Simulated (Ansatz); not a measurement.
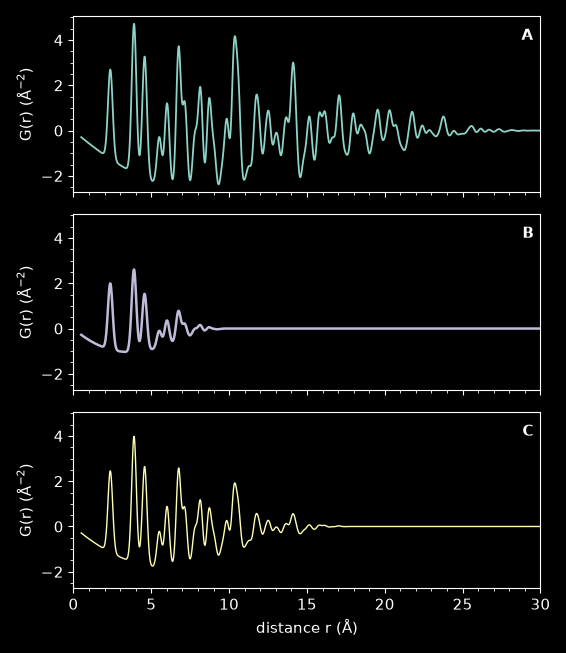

Simulated X-ray pair distribution function, G(r) = R(r)/r − 4πρ₀r, summed over the atomic distances of the structure with each pair weighted by the product of the atomic numbers (X-ray weights at Q = 0); every distance is a Gaussian of σ = 0.15 Å, for spherical particles of Si with the bulk structure: the bulk G(r) is multiplied by the envelope of a sphere of diameter D, 1 − 3r/2D + r³/2D³, with no surface relaxation. The number density is 0.0476 atoms per Å³. Basis of the simulation: the input geometry of an electronic-structure calculation (not necessarily at equilibrium); the starting structure was generated, so it need not be a known form of this composition.

Question: The diameters are 10, 18 and 30 Å. Which curve belongs to which?

Answer: curve A: 30 Å; curve B: 10 Å; curve C: 18 Å. The smaller the particle, the sooner the oscillations die out.
